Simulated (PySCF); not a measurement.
Cd(SMe)(SeH), CH4CdSSe, SMILES C[S][Cd][SeH] at its PBE0/def2-SVP optimised geometry (Å):

```
8

Cd     0.0737     0.6081     0.0000
S      2.4247     0.6081     0.0000
C      2.8493    -0.2836     1.5387
H      2.4801     0.2305     2.4366
H      3.9475    -0.3038     1.5852
H      2.4896    -1.3217     1.5337
Se    -2.3862     0.6320    -0.0312
H     -2.4247    -0.6320    -0.7867
```

Calculation: PBE0/def2-TZVP, def2 effective core potentials past Kr (PySCF). The core electrons that the potentials of Cd replace are not part of the density.

Map of the Laplacian of the electron density (e/bohr⁵), clipped to [-1.50, 1.50] on the plane z = 0.8 Å:

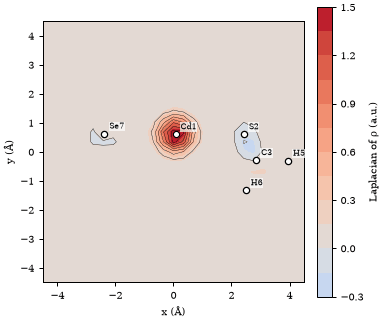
Laplacian of the electron density (e/bohr⁵), clipped to [-1.50, 1.50] on the plane z = 0.8 Å.
